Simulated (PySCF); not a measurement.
# C2H2Cl2Si (SMILES C#C[SiH](Cl)Cl) at 5 levels

We compute a comparison of 5 runs (B3LYP/3-21G, B3LYP/6-31G*, PBE0/def2-SVP, PBE0/def2-SVPD) of C2H2Cl2Si. The job is set up through a Python script.

The results are computed with PySCF 2.14.0.

**1. The structure to begin with**

The species is C2H2Cl2Si (7 atoms), meant as a singlet with charge 0. SMILES: `C#C[SiH](Cl)Cl`. Geometry: relaxed at PBE0-D4/def2-TZVP.

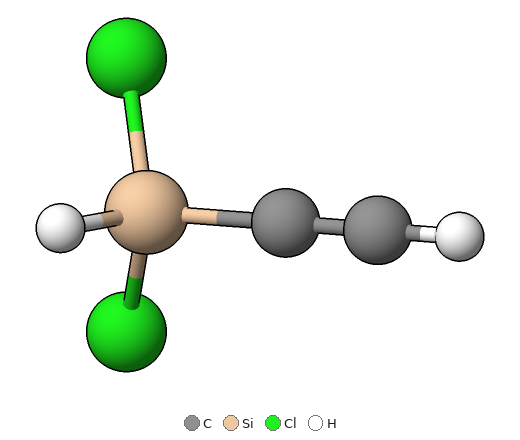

The structure, seen from a chosen angle (carbon grey, silicon light orange, chlorine green, hydrogen white).

**2. Energy and forces at B3LYP/3-21G (run 1)**

The input, run.py:

```python
import pyscf.grad
from pyscf import gto, dft

system = gto.M(
    atom='''
C      0.419708    -1.264794     3.555709
C      0.241318    -0.538950     1.404444
Si     0.024000     0.534226    -1.830956
Cl    -2.854620    -1.319785    -3.588968
Cl    -0.668396     4.320292    -1.864971
H      0.571642    -1.905222     5.460364
H      2.382378     0.045353    -3.222172
''',
    verbose=3,
    unit='bohr',
    max_memory=1860,
    basis='3-21g',
)

mf = dft.RKS(system, xc='b3lyp')
mf.grids.level = 5
mf.conv_tol = 1e-10
mf.kernel()
if not mf.converged:
    mf = mf.newton().run(mf.mo_coeff, mf.mo_occ)

e_final = mf.e_tot
print('E(%s) = %.9f' % ('B3LYP', e_final))
grad = mf.Gradients().kernel()
dip = mf.dip_moment()
pop, q = mf.mulliken_pop()
```

Started as:

```console
$ OMP_NUM_THREADS=1 python run.py
```

Output:

```text
converged SCF energy = -1280.96513899947
E(B3LYP) = -1280.965138999
--------------- RKS gradients ---------------
         x                y                z
0 C    -0.0007811519     0.0043098712    -0.0130812962
1 C    -0.0012971757     0.0008621020    -0.0012340019
2 Si    -0.0383637182     0.0187822478    -0.0128094664
3 Cl     0.0353217382     0.0240852635     0.0226898300
4 Cl     0.0074542410    -0.0478063117     0.0007085160
5 H     0.0001745765    -0.0006669964     0.0019606522
6 H    -0.0025056443     0.0004314985     0.0017667445
----------------------------------------------
Dipole moment(X, Y, Z, Debye):  1.82243, -1.30566,  1.96217
 ** Mulliken pop  **
pop of  0 C 1s            1.98536
pop of  0 C 2s            0.43497
pop of  0 C 3s            0.88792
pop of  0 C 2px           0.46179
pop of  0 C 2py           0.48229
pop of  0 C 2pz           0.66769
pop of  0 C 3px           0.48914
pop of  0 C 3py           0.48132
pop of  0 C 3pz           0.43989
pop of  1 C 1s            1.98664
pop of  1 C 2s            0.40785
pop of  1 C 3s            0.81250
pop of  1 C 2px           0.47873
pop of  1 C 2py           0.49718
pop of  1 C 2pz           0.64605
pop of  1 C 3px           0.52324
pop of  1 C 3py           0.52249
pop of  1 C 3pz           0.44627
pop of  2 Si 1s           1.99842
pop of  2 Si 2s           1.96827
pop of  2 Si 3s           0.81704
pop of  2 Si 4s           0.26040
pop of  2 Si 2px          1.95213
pop of  2 Si 2py          1.94894
pop of  2 Si 2pz          1.94874
pop of  2 Si 3px          0.58702
pop of  2 Si 3py          0.51722
pop of  2 Si 3pz          0.57095
pop of  2 Si 4px          0.17674
pop of  2 Si 4py          0.06205
pop of  2 Si 4pz          0.12266
pop of  3 Cl 1s           1.99849
pop of  3 Cl 2s           1.95355
pop of  3 Cl 3s           1.16895
pop of  3 Cl 4s           0.89259
pop of  3 Cl 2px          1.96343
pop of  3 Cl 2py          1.96543
pop of  3 Cl 2pz          1.96593
pop of  3 Cl 3px          0.99619
pop of  3 Cl 3py          1.04573
pop of  3 Cl 3pz          1.06207
pop of  3 Cl 4px          0.71330
pop of  3 Cl 4py          0.78442
pop of  3 Cl 4pz          0.79704
pop of  4 Cl 1s           1.99849
pop of  4 Cl 2s           1.95355
pop of  4 Cl 3s           1.16895
pop of  4 Cl 4s           0.89260
pop of  4 Cl 2px          1.96700
pop of  4 Cl 2py          1.96042
pop of  4 Cl 2pz          1.96737
pop of  4 Cl 3px          1.08993
pop of  4 Cl 3py          0.91595
pop of  4 Cl 3pz          1.09810
pop of  4 Cl 4px          0.83420
pop of  4 Cl 4py          0.61287
pop of  4 Cl 4pz          0.84770
pop of  5 H 1s            0.46184
pop of  5 H 2s            0.26717
pop of  6 H 1s            0.44122
pop of  6 H 2s            0.63366
 ** Mulliken atomic charges  **
charge of    0C =     -0.33037
charge of    1C =     -0.32095
charge of    2Si =      1.06943
charge of    3Cl =     -0.30711
charge of    4Cl =     -0.30712
charge of    5H =      0.27099
charge of    6H =     -0.07487
```

Run time: 26 s. Hardware: 1 thread of Intel Xeon at 2.70GHz, shared host; peak memory 0.61 GiB.

**3. Energy and forces at B3LYP/6-31G(d) (spherical functions) (run 2)**

The input, run.py:

```python
# C#C[SiH](Cl)Cl
import pyscf.grad
from pyscf import gto, dft

system = gto.M(
    atom=[
    ('C', (0.222100, -0.669300, 1.881600)),
    ('C', (0.127700, -0.285200, 0.743200)),
    ('Si', (0.012700, 0.282700, -0.968900)),
    ('Cl', (-1.510600, -0.698400, -1.899200)),
    ('Cl', (-0.353700, 2.286200, -0.986900)),
    ('H', (0.302500, -1.008200, 2.889500)),
    ('H', (1.260700, 0.024000, -1.705100)),
],
    basis='6-31g*',
    verbose=4,
    max_memory=1860,
)

mf = dft.RKS(system, xc='b3lyp')
mf.grids.level = 5
mf.conv_tol = 1e-10
mf.kernel()
if not mf.converged:
    mf = mf.newton().run(mf.mo_coeff, mf.mo_occ)

etot = mf.e_tot
print('E(%s) = %.9f' % ('B3LYP', etot))
grad = mf.Gradients().kernel()
mf.analyze()
```

Started as:

```console
$ OMP_NUM_THREADS=1 python run.py
```

Output:

```text
PySCF version 2.14.0

[... 95 lines left out ...]
Two-electron Energy =                  793.709325387282547
[... 12 lines left out ...]
MO #9   energy= -7.22724797211355  occ= 2
[... 10 lines left out ...]
MO #20  energy= -0.769762523749826 occ= 2
[... 10 lines left out ...]
MO #31  energy= -0.306503498842007 occ= 2
[... 10 lines left out ...]
MO #42  energy= 0.239451037717234  occ= 0
[... 10 lines left out ...]
MO #53  energy= 0.550074613629903  occ= 0
[... 10 lines left out ...]
MO #64  energy= 0.858828549811233  occ= 0
[... 10 lines left out ...]
MO #75  energy= 1.30314735655174   occ= 0
[... 10 lines left out ...]
MO #86  energy= 3.16222611233396   occ= 0
[... 96 lines left out ...]
Dipole moment(X, Y, Z, Debye):  1.23256, -0.98473,  1.65965
```

Wall time 56 s (1 thread of Intel Xeon at 2.70GHz, shared host); peak memory 0.84 GiB.

Runs 3 to 4 aren't shown in full; the table further down has their settings and results.

**4. Energy and forces at PBE0/def2-SVPD (run 5)**

The input, job.py:

```python
from pyscf import gto, dft

mol = gto.Mole()
mol.atom = [
    ('C', (0.222100, -0.669300, 1.881600)),
    ('C', (0.127700, -0.285200, 0.743200)),
    ('Si', (0.012700, 0.282700, -0.968900)),
    ('Cl', (-1.510600, -0.698400, -1.899200)),
    ('Cl', (-0.353700, 2.286200, -0.986900)),
    ('H', (0.302500, -1.008200, 2.889500)),
    ('H', (1.260700, 0.024000, -1.705100)),
]
mol.charge = 0
mol.max_memory = 1860
mol.verbose = 4
mol.basis = 'def2-svpd'
mol.build()

calc0 = dft.RKS(mol)
calc0.xc = 'pbe0'
calc0.conv_tol = 1e-10
calc0.grids.level = 5
calc0.kernel()
if not calc0.converged:
    calc0 = calc0.newton().run(calc0.mo_coeff, calc0.mo_occ)

etot = calc0.e_tot
print('Final energy', etot)
grad = calc0.nuc_grad_method().kernel()
calc0.analyze()
```

Started as:

```console
$ OMP_NUM_THREADS=1 python job.py
```

Output:

```text
PySCF version 2.14.0

[... 94 lines left out ...]
Two-electron Energy =                  793.449509194242864
[... 18 lines left out ...]
MO #15  energy= -3.76305677408755  occ= 2
[... 16 lines left out ...]
MO #32  energy= -0.0354685346069922 occ= 0
[... 16 lines left out ...]
MO #49  energy= 0.1619182263802    occ= 0
[... 16 lines left out ...]
MO #66  energy= 0.329323940609885  occ= 0
[... 16 lines left out ...]
MO #83  energy= 0.633067109540681  occ= 0
[... 16 lines left out ...]
MO #100 energy= 0.996611937348547  occ= 0
[... 16 lines left out ...]
MO #117 energy= 1.54046394457568   occ= 0
[... 16 lines left out ...]
MO #134 energy= 3.75177644439083   occ= 0
[... 144 lines left out ...]
Dipole moment(X, Y, Z, Debye):  1.03104, -0.84244,  1.44984
```

Run time: 72 s. Hardware: 1 thread of Intel Xeon at 2.70GHz, shared host; peak memory 1.5 GiB.

**5. Overview of the runs**

```csv
run,level,Cartesian functions,energy (Eh),dipole moment (D),HOMO energy (eV),LUMO energy (eV),wall time
1,B3LYP/3-21G,no,-1280.965139,2.98,-8.70,-1.02,26 s
2,B3LYP/6-31G* (spherical functions),no,-1287.326971,2.29,-8.34,-0.83,56 s
3,B3LYP/6-31G* (Cartesian functions),yes,-1287.336936,2.29,-8.34,-0.84,51 s
4,PBE0/def2-SVP,no,-1286.386229,1.89,-8.73,-0.68,51 s
5,PBE0/def2-SVPD,no,-1286.404834,1.97,-8.88,-0.97,72 s
```

**6. What came out**

| quantity | value |
| --- | --- |
| run 5: total energy | -1286.40483 Eh |
| run 5: dipole moment | 1.97 D |
| run 5: HOMO energy | -8.88 eV |
| run 5: LUMO energy | -0.97 eV |
| run 5: HOMO–LUMO gap | 7.91 eV |
| run 5: largest force on an atom | 0.898 eV/Å |

**Reading.** The dipole moment (its size) runs from 1.89 D (PBE0/def2-SVP) to 2.98 D (B3LYP/3-21G). The two ends differ in method and basis. The HOMO–LUMO gap runs from 7.51 eV (B3LYP/6-31G*) to 8.05 eV (PBE0/def2-SVP). Totals of different functionals can't be ranked against each other. All runs together took 4.3 min, the longest 72 s.
